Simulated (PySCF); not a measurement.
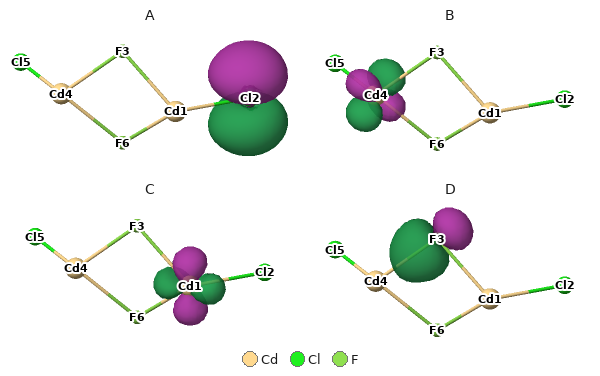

Figure. (ClCd-mu-F)2 (Cd$_{2}$Cl$_{2}$F$_{2}$). Pipek–Mezey orbitals, occupied; each surface holds about 85 % of the orbital's density. Energies are diagonal elements of the Fock matrix.

PySCF calculation, BLYP/def2-SVPD, gas phase; geometry: GFN2-xTB. Core potentials replace the inner electrons of Cd; spin–orbit coupling isn't included. No frequency check shows the geometry to be a minimum. GFN2-xTB bond lengths at metals and heavier atoms can be off by up to 0.1 Å and shapes distorted, which carries into these values.

What does each orbital represent in a Lewis picture?

By panel:
- A: lone pair on Cl2 (p-type) (Cl2 99 %; −7.7 eV)
- B: d orbital on Cd4 (Cd4 96 %; −13.9 eV)
- C: d orbital on Cd1 (Cd1 94 %; −13.6 eV)
- D: very polar σ bond F3–Cd4, mostly on F3 (F3 93 %, Cd4 6 %; −12.3 eV)
